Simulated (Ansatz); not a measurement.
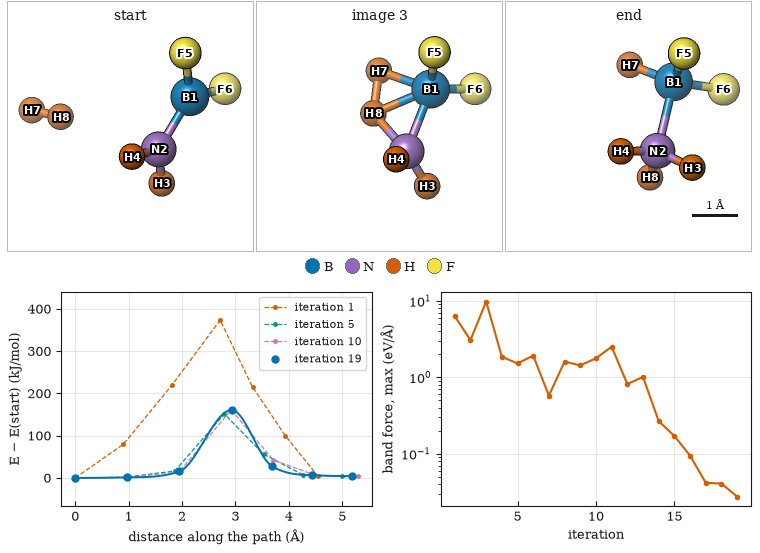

A nudged-elastic-band calculation for BNH$_{4}$F$_{2}$, made up at the start of BNH2F2 and H2. Images are numbered from 0 (start) to 6 (end). The plot follows the band through its iterations. A ball-and-stick model, seen at a tilt.

Level of theory: RKS PBE0-D4/def2-SVP (Ansatz). Run with 5 movable images; climbing image; force threshold 0.03 eV/Å; iteration limit 60; spring constant 0.5 eV/Å²; starting path through a guess of the saddle point.

**Judge this run.**

The run is converged, with reservations. The band converged in 19 iterations. The largest component of the band force went from 6.3 to 0.027 eV/Å. The climbing image converged on the top of the path. Its curvatures weren't checked. The first iteration put the highest image at 373.4 kJ/mol. Forward barrier 160.7 kJ/mol, backward barrier 156.5 kJ/mol, with image 3 at the top; the reaction energy is +4.2 kJ/mol.

Limits of the set-up: the start holds two separate molecules, 2.7 Å apart at their closest, whose relative position is a soft coordinate.
